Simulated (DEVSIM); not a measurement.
Device: Ni/Si3N4/p-GaSb capacitor, at 400 K.

```csv
layer (left to right),material,thickness (nm),Na (cm⁻³)
1,Si3N4,15.0,-
2,GaSb,400,2.2e18
```

Metal gate on the left, work function 5.1 eV. Fixed charge at the semiconductor interface -1.3e10 cm⁻² (in units of +e); no interface traps.

The device is made up for the run: typed textbook-type constants, with dimensions and the other settings drawn at random. Values at 300 K; Nc and Nv go as T^1.5, mobilities as T to minus their exponent, the gap by Varshni's rule with the affinity fixed.

```tsv
parameter	Si3N4	GaSb
gap (eV)	5.1	0.726
affinity (eV)	2.1	4.06
permittivity	7.5	15.7
Nc (cm⁻³)	-	2.1e17
Nv (cm⁻³)	-	1.8e19
Varshni α (eV/K)	-	0.00042
Varshni β (K)	-	140
```

Simulated with DEVSIM: 1D Poisson equation in equilibrium, Boltzmann statistics, complete ionisation; no quantum confinement or tunnelling. Metal contacts follow the ideal Schottky-Mott rule: no Fermi-level pinning, no interface dipoles.

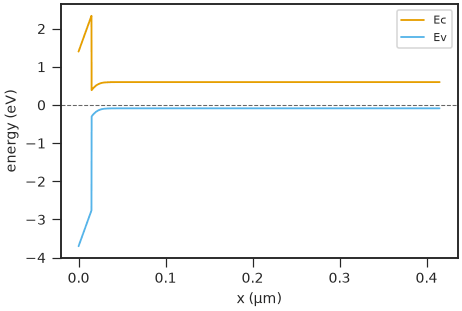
Band edges at 1.6 V on the gate

Energies count from the Fermi level of the right contact; mesh points crowd at the junctions.

```tsv
x (μm)	Ec (eV)	Ev (eV)	n (cm⁻³)	p (cm⁻³)	field (V/cm)
0.000	1.400	-3.700	< 1e2	< 1e2	630000
0.0009948	1.463	-3.637	< 1e2	< 1e2	630000
0.002706	1.571	-3.529	< 1e2	< 1e2	630000
0.005650	1.757	-3.343	< 1e2	< 1e2	630000
0.01091	2.090	-3.010	< 1e2	< 1e2	630000
0.01320	2.235	-2.865	< 1e2	< 1e2	630000
0.01453	2.319	-2.781	< 1e2	< 1e2	630000
0.01570	0.408	-0.279	2.3e12	8.4e15	280000
0.01738	0.452	-0.235	6.5e11	3.0e16	240000
0.02056	0.516	-0.171	1.0e11	1.9e17	160000
0.02661	0.578	-0.109	1.7e10	1.2e18	54000
0.04451	0.600	-0.088	8.9e9	2.2e18	520
0.07203	0.600	-0.087	8.9e9	2.2e18	≈ 0
0.1242	0.600	-0.087	8.9e9	2.2e18	≈ 0
0.2573	0.600	-0.087	8.9e9	2.2e18	≈ 0
0.3324	0.600	-0.087	8.9e9	2.2e18	≈ 0
0.3720	0.600	-0.087	8.9e9	2.2e18	≈ 0
0.3929	0.600	-0.087	8.9e9	2.2e18	≈ 0
0.4065	0.600	-0.087	8.9e9	2.2e18	≈ 0
0.4111	0.600	-0.087	8.9e9	2.2e18	≈ 0
0.4135	0.600	-0.087	8.9e9	2.2e18	≈ 0
0.4150	0.600	-0.087	8.9e9	2.2e18	≈ 0
```
